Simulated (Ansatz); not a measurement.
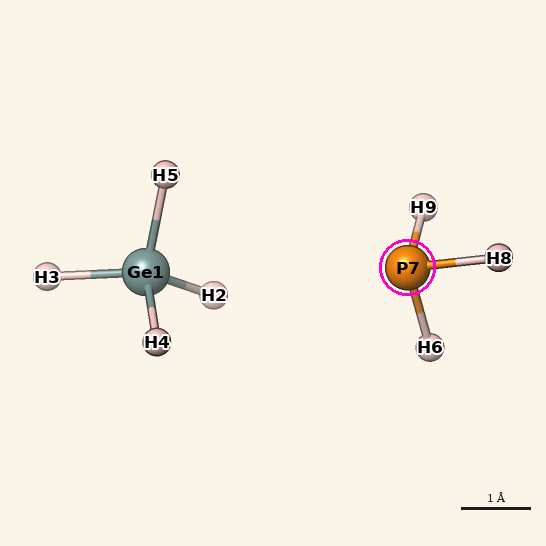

Orthographic view. Distant atoms are faded towards the background colour. Computed geometry: PBE0-D4/def2-TZVP optimisation.

**Which atoms are bonded to the circled atom?**

The circled atom is P7; it is bonded to H6, H8, H9.

**Which two atoms are farthest apart in space?**

H3 and H8, 6.77 Å.

**Which atom is farthest from the viewer?**

H2, 1.3 Å behind the mean position.

**Of P7 and H9, which is nearer the viewer?**

P7; the bond to H9 points away from the viewer, so it looks shorter than its 1.42 Å.
